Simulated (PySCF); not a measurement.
The calculation's input:

```
{"job": {"kind": "nmr", "xc": "PBE0", "basis": "pcSseg-1"}, "charge": 0, "multiplicity": 1}
F     -2.155959    -1.601166    -0.636836
C     -1.597361    -0.581654     0.124369
Si    -2.611138     1.067182     0.315602
C     -1.001222     1.475831    -0.569923
C     -0.548625     0.212807    -0.621046
C      0.671345    -0.360353    -1.243139
C      1.557215    -1.082530    -0.220905
Si     2.136927     0.047690     1.194293
H     -1.218372    -1.069017     1.027799
H     -3.841153     1.094857    -0.466783
H     -2.804780     1.520404     1.691686
H     -0.499659     2.347800    -0.958332
H      0.358548    -1.073681    -2.014539
H      1.237694     0.437899    -1.730013
H      2.421218    -1.493742    -0.746915
H      1.009529    -1.936243     0.182163
H      3.078342    -0.697230     2.033236
H      2.804256     1.222403     0.628300
H      0.993391     0.477993     2.003522
```

Launched as:

```sh
OMP_NUM_THREADS=1 python probes_run.py task.json out
```

Geometry: GFN2-xTB.

These are results of PBE0/pcSseg-1, SCF density, gas phase, non-relativistic in PySCF 2.14.0, not measurements.

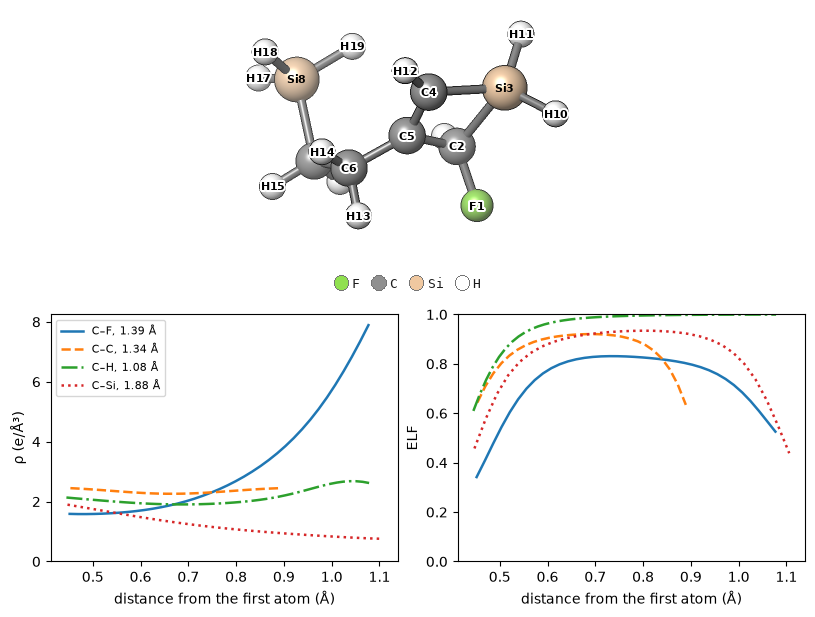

C₅H₁₁FSi₂. Electron density and ELF along straight lines between neighbouring atoms. The curves leave out the atomic cores. The structure is drawn too.

### Compare the contacts.

C–F (1.39 Å): ρ is about 2 e/Å³ halfway, with its minimum of 1.6 e/Å³ about 0.5 Å from C; the ELF peaks at about 0.85 between the atoms: a shared but strongly polarised pair.
C–C (1.34 Å): ρ at the midpoint is about 2.3 e/Å³; the ELF peaks at about 0.90 between the atoms; a multiple bond.
C–H (1.08 Å): ρ at the midpoint is about 2 e/Å³; the ELF climbs to about 1 towards the hydrogen, as it does in any bond to H (an ordinary covalent bond to hydrogen).
C–Si (1.88 Å): ρ is about 0.89 e/Å³ halfway; the ELF peaks at about 0.95 between the atoms (a covalent bond).
